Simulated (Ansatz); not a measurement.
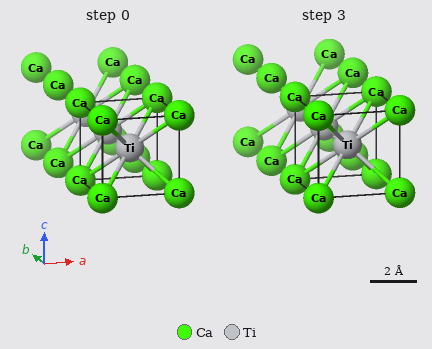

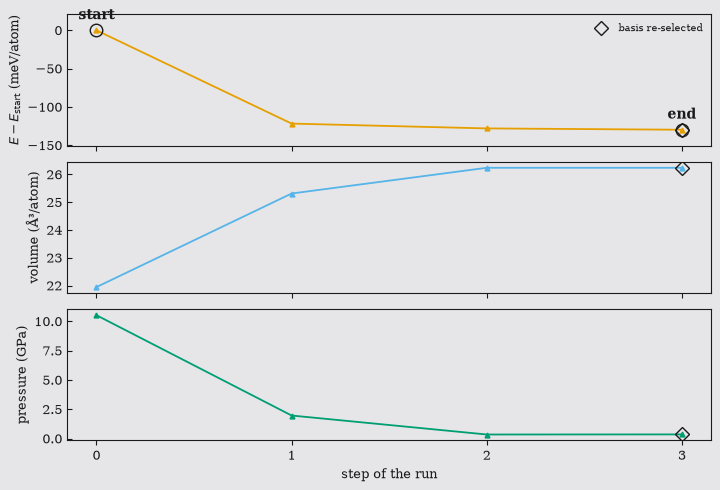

First and last geometry of a relaxation of a crystal of CaTi (built on the caesium chloride_221 type) (coarse preliminary run), with the history of the run. Style: ball-and-stick. Shown: the cell of the calculation, repeated 1 × 3 × 1 with one cell outlined, slightly off an axis.

Case: caesium chloride type (Pm-3m, No. 221).

These are results of Ansatz 0.2.0, DFT r2SCAN, scalar-relativistic, plane waves, PAW, not measurements.

Input file:
```yaml
crystal:
  lattice:
    - [3.5274450261, 0.0, 0.0]
    - [0.0, 3.5274450261, 0.0]
    - [0.0, 0.0, 3.5274450261]
  atoms:
    - { symbol: Ca, position: [0.0, 0.0, 0.0] }
    - { symbol: Ti, position: [0.5, 0.5, 0.5] }
basis:
  ecutwfc: 500
kpoints:
  mp_grid: { grid: [6, 6, 6] }
hamiltonian:
  xc: r2scan
scf:
  occupations: { method: gaussian, width: 0.1 }
  lower_state_search: "off"
output:
  forces: true
  stress: true
  eigenvalues: true
relax:
  adjacent_minimum: "off"
  f_tol: 0.04
  max_steps: 70
  cell: { stress_tol: 0.4 }
```

Run as
```bash
ansatz run input.yaml --threads 1 --pin off --max-ram 2560MiB --backend cpu --events-out ev --progress --plain --runs-dir out
```

Q: Read the history and describe the run.

A: It converged. Over 2 accepted moves (3 points after the start) the energy falls by 130 meV per atom. All forces vanish by symmetry, so only the cell relaxes. The pressure goes from 10.52 to 0.36 GPa. The SCF was repeated once at an unchanged geometry on a basis and grid sized afresh for the cell, which shifted the energy by 1.7 meV per atom at most. The atoms keep their places relative to the cell (all moves are under 0.005 Å). The volume changes by +19.6 %, with a = b = c 3.527 → 3.744 Å (+6.1 %). Some distances before and after: Ca1–Ti2 3.055 → 3.242 Å. The space group stays Pm-3m (No. 221). Cost: 19 s on 1 thread of AMD EPYC 7R43 64-Core Processor (Zen 3) (shared host), peak memory 0.48 GiB.

```json
{"step": "0", "E − E(0), meV/atom": "0.00", "pressure, GPa": "10.52", "volume, Å³/atom": "21.946", "note": ""}
{"step": "1", "E − E(0), meV/atom": "-121.67", "pressure, GPa": "1.97", "volume, Å³/atom": "25.314", "note": ""}
{"step": "2", "E − E(0), meV/atom": "-127.95", "pressure, GPa": "0.35", "volume, Å³/atom": "26.240", "note": ""}
{"step": "3", "E − E(0), meV/atom": "-129.68", "pressure, GPa": "0.36", "volume, Å³/atom": "26.240", "note": "same geometry, new basis"}
```
